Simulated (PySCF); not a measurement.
```xyz
14

C    -2.6110    0.1128    0.8356
C    -1.4159   -0.1681    0.3187
B    -0.4998    0.8706   -0.3791
C     0.7871    0.3994   -1.1086
Si    2.2211    0.3438    0.1582
H    -3.0144    1.1131    0.8000
H    -3.2421   -0.6294    1.3033
H    -1.0829   -1.2010    0.3831
H    -0.7682    2.0117   -0.3218
H     1.1040    1.0662   -1.9105
H     0.7055   -0.6053   -1.5252
H     3.4286   -0.1004   -0.5483
H     1.9247   -0.6022    1.2375
H     2.4628    1.6682    0.7350
```

Geometry: GFN2-xTB.

All numbers below come from PBE0/pcSseg-1, SCF density, gas phase, non-relativistic in PySCF 2.14.0.

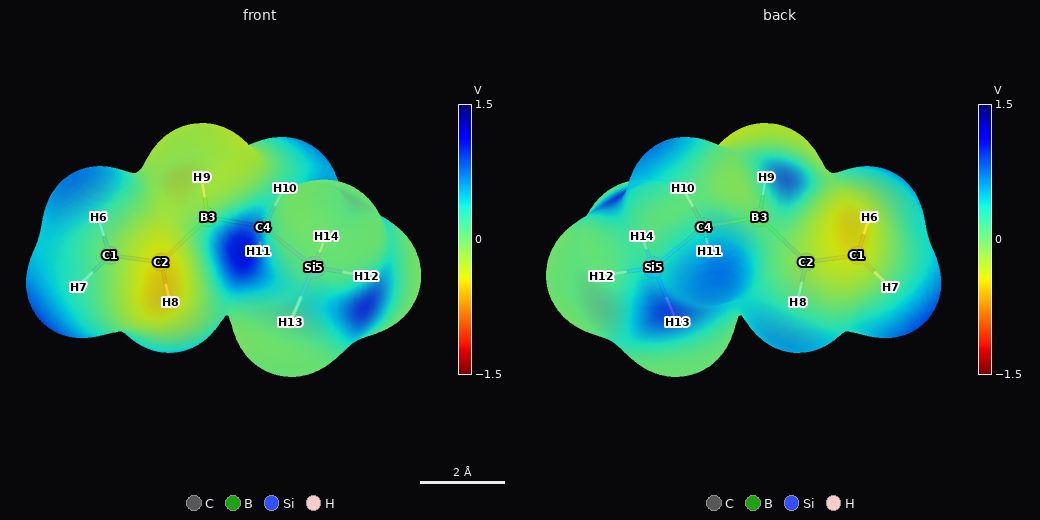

C3H9BSi (SMILES C=CBC[SiH3]). The molecular electrostatic potential painted on the density surface at 0.002 e/bohr³, seen from the front and from behind; the colour scale runs from red (negative) to blue (positive).

Which sites attract a positive test charge, and which a negative one?

Answer. A positive charge is drawn to the negative regions and a negative charge to the positive ones. The most negative region (about −0.5 V, or −12 kcal/mol for a unit charge) lies over the π face of C1 and C2, the most positive (about +1.1 V, or +25 kcal/mol for a unit charge) over B3 and Si5.
